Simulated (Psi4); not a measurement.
## Single-point calculation, with input and output: C$_{2}$H$_{6}$B (charge +1)

System: C$_{2}$H$_{6}$B, charge +1.
Method: MP2/6-311G**, RHF (Psi4 1.11).

The geometry is that of the parent species in another charge or spin state. The geometry comes from this level: PBE0-D4/def2-TZVP.

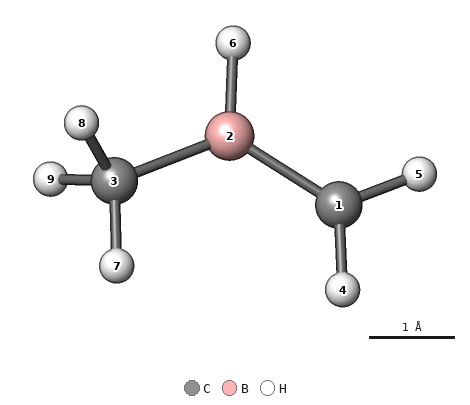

Figure 1. The structure (ball-and-stick view, seen at a tilt; atoms are numbered from 1 in the order of the input).

**Results in brief**

- outcome: converged
- total energy: −103.900961 hartree
- SCF energy: −103.562241 hartree
- MP2 energy: −103.900961 hartree
- correlation energy: −0.338720 hartree
- basis functions: 90
- HOMO of the SCF reference: −18.31 eV
- LUMO of the SCF reference: −7.89 eV
- hardware: 1 thread of Intel Xeon @ 2.50GHz (Skylake/Cascade Lake), 16 GiB of memory available, shared host
- wall time: 2.5 s
- peak memory: 0.22 GiB

**The input (calc.dat)**
```
memory 1.6 GB

molecule {
  1 1
  C     -0.840100     0.743300    -1.023500
  B      0.191800     0.540800     0.089100
  C      0.525000    -0.860100     0.691800
  H     -1.406600    -0.078400    -1.457800
  H     -1.074500     1.714900    -1.450600
  H      0.769100     1.506600     0.513000
  H     -0.036500    -1.695300     0.267500
  H      1.596100    -1.069200     0.576400
  H      0.364200    -0.849200     1.777100
  symmetry c1
}

set {
  basis           6-311G**
  reference       rhf
  puream          true
  scf_type        df
  num_frozen_docc 3
}

energy("mp2")
```

Launch command:
```bash
psi4 -n 1 calc.dat calc.out
```

**The program's output**
```
Psi4 1.11 release

   => Loading Basis Set <=

    Name: 6-311G**
    Role: ORBITAL
    Keyword: BASIS

         ---------------------------------------------------------
                                   SCF
                              RHF Reference
                        1 Threads,   1525 MiB Core
         ---------------------------------------------------------

  ==> Geometry <==

    Molecular point group: c1
    Full point group: C1

    Geometry (in Angstrom), charge = 1, multiplicity = 1:

       Center              X                  Y                   Z               Mass
    ------------   -----------------  -----------------  -----------------  -----------------
         C           -0.804632618221     0.643974091596    -0.955980312006    12.000000000000
         B            0.227267381779     0.441474091596     0.156619687994    11.009305360000
         C            0.560467381779    -0.959425908404     0.759319687994    12.000000000000
         H           -1.371132618221    -0.177725908404    -1.390280312006     1.007825032230
         H           -1.039032618221     1.615574091596    -1.383080312006     1.007825032230
         H            0.804567381779     1.407274091596     0.580519687994     1.007825032230
         H           -0.001032618221    -1.794625908404     0.335019687994     1.007825032230
         H            1.631567381779    -1.168525908404     0.643919687994     1.007825032230
         H            0.399667381779    -0.948525908404     1.844619687994     1.007825032230

  Running in c1 symmetry.

  Rotational constants: A =      1.38449  B =      0.26924  C =      0.23493 [cm^-1]
  Rotational constants: A =  41506.02468  B =   8071.54771  C =   7042.90203 [MHz]
  Nuclear repulsion =   60.660846416013079

  Charge       = 1
  Multiplicity = 1
  Electrons    = 22
  Nalpha       = 11
  Nbeta        = 11

  ==> Algorithm <==

  SCF Algorithm Type is DF.
  DIIS enabled.
  MOM disabled.
  Fractional occupation disabled.
  Guess Type is SAD.
  Energy threshold   = 1.00e-08
  Density threshold  = 1.00e-08
  Integral threshold = 1.00e-12

  ==> Primary Basis <==

  Basis Set: 6-311G**
    Blend: 6-311G**
    Number of shells: 48
    Number of basis functions: 90
    Number of Cartesian functions: 93
    Spherical Harmonics?: true
    Max angular momentum: 2

   => Loading Basis Set <=

    Name: (6-311G** AUX)
    Role: JKFIT
    Keyword: DF_BASIS_SCF

  ==> Integral Setup <==

  DFHelper Memory: AOs need 0.028 GiB; user supplied 1.118 GiB.
  SCF_SUBTYPE=INCORE selected. In-core MEM_DF algorithm will be used.
  Using in-core AOs.

  ==> MemDFJK: Density-Fitted J/K Matrices <==

    J tasked:                   Yes
    K tasked:                   Yes
    wK tasked:                   No
    Memory [MiB]:              1144
    Algorithm:                 Core
    Schwarz Cutoff:           1E-12
    Mask sparsity (%):       0.7901
    Fitting Condition:        1E-10

   => Auxiliary Basis Set <=

  Basis Set: (6-311G** AUX)
    Blend: CC-PVTZ-JKFIT
    Number of shells: 135
    Number of basis functions: 417
    Number of Cartesian functions: 498
    Spherical Harmonics?: true
    Max angular momentum: 4

  Minimum eigenvalue in the overlap matrix is 3.6879771497E-03.
  Reciprocal condition number of the overlap matrix is 5.8293717701E-04.
    Using symmetric orthogonalization.

  ==> Pre-Iterations <==

  SCF Guess: Superposition of Atomic Densities via on-the-fly atomic UHF (no occupation information).

   -------------------------
    Irrep   Nso     Nmo
   -------------------------
     A         90      90
   -------------------------
    Total      90      90
   -------------------------

  ==> Iterations <==

                           Total Energy        Delta E     RMS |[F,P]|

   @DF-RHF iter SAD:  -102.85496842284280   -1.02855e+02   0.00000e+00
   @DF-RHF iter   1:  -103.46585166999293   -6.10883e-01   4.16722e-03 ADIIS/DIIS
   @DF-RHF iter   2:  -103.54802883374371   -8.21772e-02   1.58776e-03 ADIIS/DIIS
   @DF-RHF iter   3:  -103.56047878254640   -1.24499e-02   4.03664e-04 ADIIS/DIIS
   @DF-RHF iter   4:  -103.56209652521316   -1.61774e-03   8.80577e-05 DIIS
   @DF-RHF iter   5:  -103.56222491025554   -1.28385e-04   2.97608e-05 DIIS
   @DF-RHF iter   6:  -103.56224008561904   -1.51754e-05   6.91512e-06 DIIS
   @DF-RHF iter   7:  -103.56224098637792   -9.00759e-07   1.21895e-06 DIIS
   @DF-RHF iter   8:  -103.56224100644860   -2.00707e-08   2.37421e-07 DIIS
   @DF-RHF iter   9:  -103.56224100774885   -1.30025e-09   1.22250e-07 DIIS
   @DF-RHF iter  10:  -103.56224100827444   -5.25588e-10   6.94462e-08 DIIS
   @DF-RHF iter  11:  -103.56224100852909   -2.54644e-10   1.54587e-08 DIIS
   @DF-RHF iter  12:  -103.56224100853861   -9.52127e-12   2.65298e-09 DIIS
  Energy and wave function converged.

  ==> Post-Iterations <==

    Orbital Energies [Eh]
    ---------------------

    Doubly Occupied:

       1A    -11.625164     2A    -11.382017     3A     -7.841429
       4A     -1.249844     5A     -1.133437     6A     -0.935714
       7A     -0.914951     8A     -0.780489     9A     -0.722104
      10A     -0.706330    11A     -0.672831

    Virtual:

      12A     -0.290109    13A     -0.055607    14A     -0.044931
      15A     -0.007458    16A      0.020374    17A      0.071083
      18A      0.074953    19A      0.078744    20A      0.115806
      21A      0.139283    22A      0.207841    23A      0.240375
      24A      0.255199    25A      0.287808    26A      0.294595
      27A      0.307617    28A      0.407420    29A      0.408667
      30A      0.420117    31A      0.513070    32A      0.542593
      33A      0.580877    34A      0.606050    35A      0.616425
      36A      0.644785    37A      0.670878    38A      0.685946
      39A      0.777256    40A      0.805273    41A      0.832082
      42A      0.998360    43A      1.017243    44A      1.174091
      45A      1.205542    46A      1.295038    47A      1.307269
      48A      1.416233    49A      1.475500    50A      1.479943
      51A      1.554438    52A      1.596956    53A      1.601122
      54A      1.679807    55A      1.708569    56A      1.724753
      57A      1.782454    58A      1.806345    59A      1.851316
      60A      1.924208    61A      1.956423    62A      2.022469
      63A      2.030083    64A      2.069077    65A      2.143948
      66A      2.191355    67A      2.347699    68A      2.358509
      69A      2.410028    70A      2.486895    71A      2.523291
      72A      2.548161    73A      2.586296    74A      2.601048
      75A      2.623744    76A      2.686356    77A      2.715981
      78A      2.716586    79A      2.764671    80A      2.819053
      81A      2.943110    82A      3.011390    83A      3.662767
      84A      3.780011    85A      3.941904    86A      3.977741
      87A      4.103914    88A     15.230188    89A     24.619843
      90A     24.944438

    Final Occupation by Irrep:
              A
    DOCC [    11 ]
    NA   [    11 ]
    NB   [    11 ]

  @DF-RHF Final Energy:  -103.56224100853861

   => Energetics <=

    Nuclear Repulsion Energy =             60.6608464160130794
    One-Electron Energy =                -252.5175557301650144
    Two-Electron Energy =                  88.2944683056133357
    Total Energy =                       -103.5622410085386065

Computation Completed

Properties will be evaluated at   0.000000,   0.000000,   0.000000 [a0]

Properties computed using the SCF density matrix

 Multipole Moments:

 ------------------------------------------------------------------------------------
     Multipole            Electronic (a.u.)      Nuclear  (a.u.)        Total (a.u.)
 ------------------------------------------------------------------------------------

 L = 1.  Multiply by 2.5417464519 to convert [e a0] to [Debye]
 Dipole X            :         -1.3069515            0.1813188           -1.1256327
 Dipole Y            :          2.2242882           -1.4208773            0.8034109
 Dipole Z            :         -1.7630078            0.4419178           -1.3210900
 Magnitude           :                                                    1.9125367

 ------------------------------------------------------------------------------------

	total time  =          1 seconds =       0.02 minutes

  //>>>>>>>>>>>>>>>>>>>>>>>>>>>>>>>>>>>//
  //               DFMP2               //
  //<<<<<<<<<<<<<<<<<<<<<<<<<<<<<<<<<<<//

   => Loading Basis Set <=

    Name: (6-311G** AUX)
    Role: RIFIT
    Keyword: DF_BASIS_MP2

	 --------------------------------------------------------
	                          DF-MP2
	      2nd-Order Density-Fitted Moller-Plesset Theory
	              RMP2 Wavefunction,   1 Threads

	 --------------------------------------------------------

   => Auxiliary Basis Set <=

  Basis Set: (6-311G** AUX)
    Blend: CC-PVTZ-RI
    Number of shells: 129
    Number of basis functions: 423
    Number of Cartesian functions: 513
    Spherical Harmonics?: true
    Max angular momentum: 4

	 --------------------------------------------------------
	                 NBF =    90, NAUX =   423
	 --------------------------------------------------------
	   CLASS    FOCC     OCC    AOCC    AVIR     VIR    FVIR
	   PAIRS       3      11       8      79      79       0
	 --------------------------------------------------------

	-----------------------------------------------------------
	 ==================> DF-MP2 Energies <====================
	-----------------------------------------------------------
	 Reference Energy          =    -103.5622410085386065 [Eh]
	 Singles Energy            =      -0.0000000000000000 [Eh]
	 Same-Spin Energy          =      -0.0640219001636120 [Eh]
	 Opposite-Spin Energy      =      -0.2746982279081265 [Eh]
	 Correlation Energy        =      -0.3387201280717385 [Eh]
	 Total Energy              =    -103.9009611366103485 [Eh]
	-----------------------------------------------------------
	 ================> DF-SCS-MP2 Energies <==================
	-----------------------------------------------------------
	 SCS Same-Spin Scale       =       0.3333333333333333 [-]
	 SCS Opposite-Spin Scale   =       1.2000000000000000 [-]
	 SCS Same-Spin Energy      =      -0.0213406333878707 [Eh]
	 SCS Opposite-Spin Energy  =      -0.3296378734897518 [Eh]
	 SCS Correlation Energy    =      -0.3509785068776225 [Eh]
	 SCS Total Energy          =    -103.9132195154162304 [Eh]
	-----------------------------------------------------------

	total time  =          0 seconds =       0.00 minutes

    Psi4 run time: 0:00:01.36
```

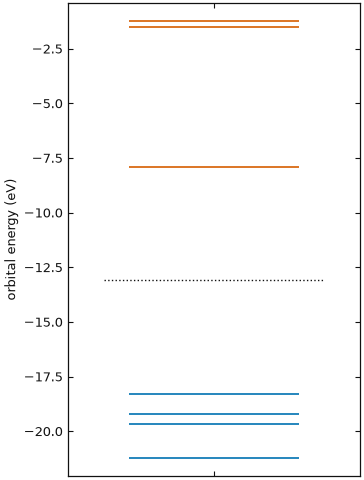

Figure 2. Orbital energies near the frontier (SCF reference); the dotted line parts filled from empty levels, and levels within 0.02 eV of each other stand side by side. Highest filled −18.31 eV, lowest empty −7.89 eV, 10.42 eV apart.
